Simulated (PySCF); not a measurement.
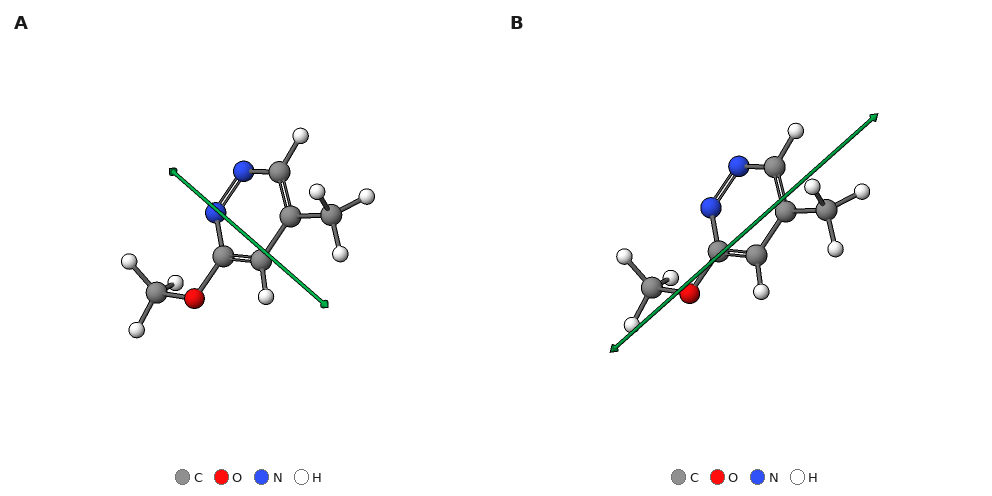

The double arrows show the directions of two transition dipoles from the ground state (lengths mean nothing). Computed geometry: GFN2-xTB optimisation. No frequency run is at hand to confirm it as a minimum. Properties computed with TDDFT CAM-B3LYP/def2-SVPD, vertical, gas phase, core orbitals frozen in the response (PySCF 2.14.0).

Question: One belongs to singlet state 3 and one to singlet state 4. Which is which?

Answer: A: state 3, 5.30 eV (234 nm), oscillator strength 0.047, mainly HOMO−1 → LUMO (weight 0.87).
B: state 4, 6.16 eV (201 nm), oscillator strength 0.052, mainly HOMO−1 → LUMO+1 (weight 0.68).
